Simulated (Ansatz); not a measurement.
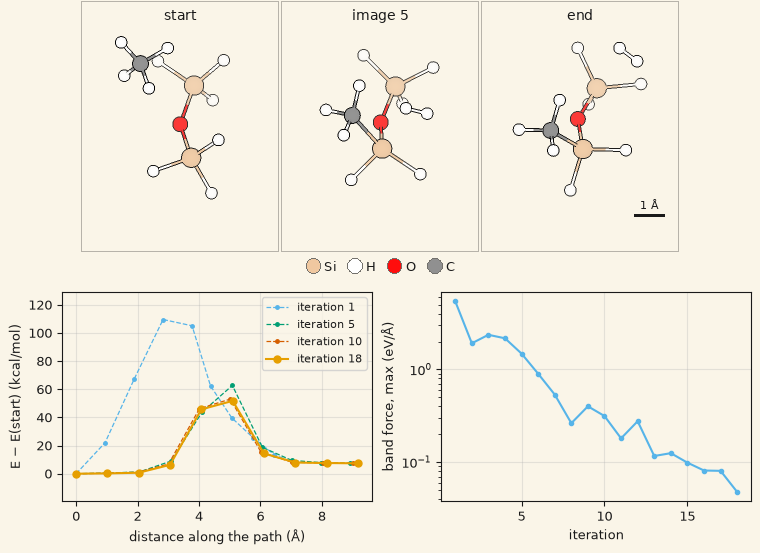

NEB run on CH₁₀OSi₂, made up of Si₂H₆O and CH₄. Images are numbered from 0 (start) to 9 (end). The plot follows the band through its iterations. The picture is a ball-and-stick view, seen from a free direction.

All numbers below come from RKS B3LYP-D4/def2-SVP in Ansatz 0.2.0. Run with 8 movable images; no climbing image; force threshold 0.05 eV/Å; iteration limit 60; starting path through a guess of the saddle point.

**Judge this run.**

The run is converged, with reservations. The band converged in 18 iterations. The largest component of the band force went from 5.4 to 0.048 eV/Å. No image climbed, so the highest image needn't lie on the saddle point, and the true maximum along this path can be higher. The first iteration put the highest image at 109.6 kcal/mol. The energy climbs by 51.8 kcal/mol to image 5 and then falls by 44.4 kcal/mol, so the end point sits at +7.4 kcal/mol.

Limits of the set-up: the start holds two separate molecules, 2.9 Å apart at their closest, whose relative position is a soft coordinate.
